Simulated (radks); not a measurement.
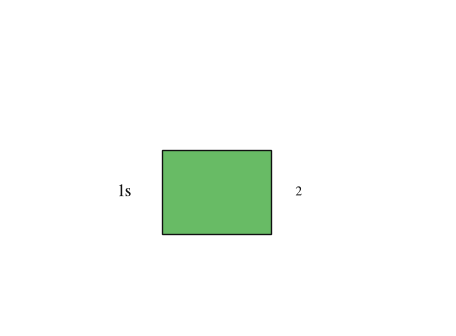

**Figure 1.** The outer shells as the input fills them: a box for each of the 2l + 1 orbitals, shaded by the share of the shell that is filled, with the electron count at the right.

**Run report: Li⁺, atomic calculation**

- system: the lithium ion Li⁺ in the configuration 1s2.
- method: non-relativistic Kohn-Sham, r2SCAN, spin-polarised, spherical densities, point nucleus (the in-house radial solver radks)

### Input
```
Z 3
configuration [He]
relativity non-relativistic
functional r2scan,r2scan
spin polarised
nucleus point
```

Energies in input and log are in hartree, lengths in bohr.

Hardware: 1 CPU thread, shared host.

### The program's output
```
1s      1   1.0000          -2.27547280
1s      2   1.0000          -2.27547280
Etot -7.281617764807053
Ekin 7.245451358497582
Encl -16.128586228146595
Eh 3.2943582578358397
Exc -1.6928411529938805
err 9.14331492770554e-07
it 9
```

### Orbitals

| orbital | occupation | energy (eV) | ⟨r⟩ (bohr) | outer maximum (bohr) |
| --- | --- | --- | --- | --- |
| 1s up | 1 | −61.919 | 0.5752 | 0.361 |
| 1s down | 1 | −61.919 | 0.5752 | 0.361 |

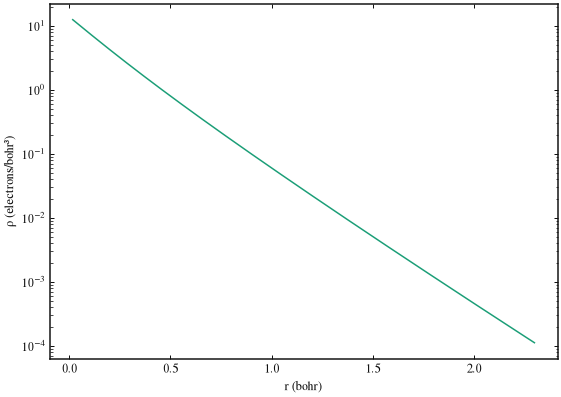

**Figure 2.** The electron density ρ(r) on a logarithmic scale. The density falls from 12 electrons/bohr³ at the inner end (r = 0.017 bohr) to 0.001 at r = 1.84 bohr, a common measure of the size of an atom or ion. The highest occupied orbital, 1s (⟨r⟩ = 0.575 bohr, −61.9 eV), is also the most diffuse and sets the fall-off far out: over the last part drawn ln ρ falls by 4.7 per bohr, against 2√(−2ε) = 4.3 for the pure exponential. At the nucleus d ln ρ/dr is −6.0 per bohr, near the cusp value −2Z = −6.

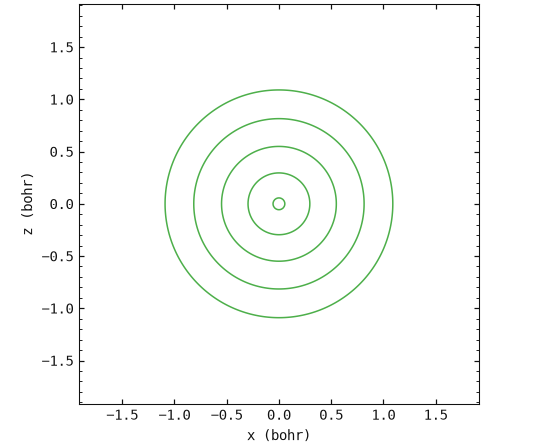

**Figure 3.** The 1s orbital. In the xz plane through the nucleus, contours of ψ are drawn, solid for positive and dashed for negative values, each about twice the one before. The radial function comes from the spherical calculation and is multiplied by a real spherical harmonic; the overall sign is chosen so that the largest lobe of P(r) is positive. It has no angular node and no radial node. The maximum of P² lies at 0.361 bohr, ⟨r⟩ = 0.575 bohr, 90 % of the charge lies within 1.04 bohr, and the eigenvalue is −61.9 eV, with 2 electrons in the shell.

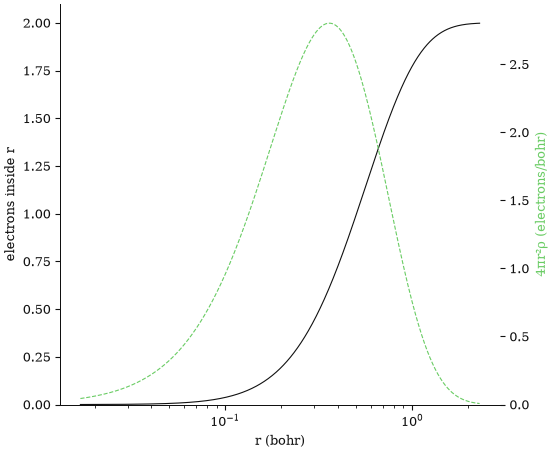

**Figure 4.** The number of electrons inside radius r (solid) and the radial density 4πr²ρ (dashed). The count levels off at 2 electrons. Half of them lie within 0.505 bohr, 90 % within 1.04 bohr and 99 % within 1.69 bohr. The radial density has a single maximum, so no shell boundary shows.

### Key numbers

| quantity | value |
| --- | --- |
| outcome | converged |
| total energy | −7.281618 hartree |
| kinetic energy | 7.245451 hartree |
| electron–nucleus energy | −16.128586 hartree |
| Hartree energy | 3.294358 hartree |
| exchange–correlation energy | −1.692841 hartree |
| radius at density 0.001 e/bohr³ | 1.84 bohr |
| SCF iterations | 9 |
